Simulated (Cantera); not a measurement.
Feed: 1 mol FeS, 1.5 mol H2S, 0.23 mol H2O, 0.7 mol SO3, held at 3.80 bar.

Equilibrium computed with Cantera from the NASA thermochemical tables; the gas is ideal and each condensed phase is pure. Candidate condensed phases: Fe, FeO, Fe(OH)2, Fe(OH)3, FeS, FeSO4, FeS2, Fe2O3, Fe2(SO4)3, Fe3O4, H2O, H2SO4, S; 22 gas species. FeS: taken at fixed stoichiometry. Gases not in the tables: S3 to S7. Equilibrium is a limit: real reactors are often held back by kinetics, nucleation or transport.

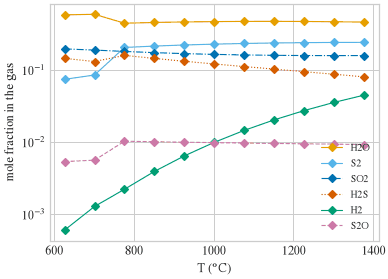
Equilibrium gas composition (values under 1e-9 drawn at 1e-9)

Problem. Read off the mole fractions at 627 °C.

Solution. H2O about 0.58, SO2 about 0.20, H2S about 0.14, S2 about 0.074, S2O about 0.0054, H2 about 0.00060.
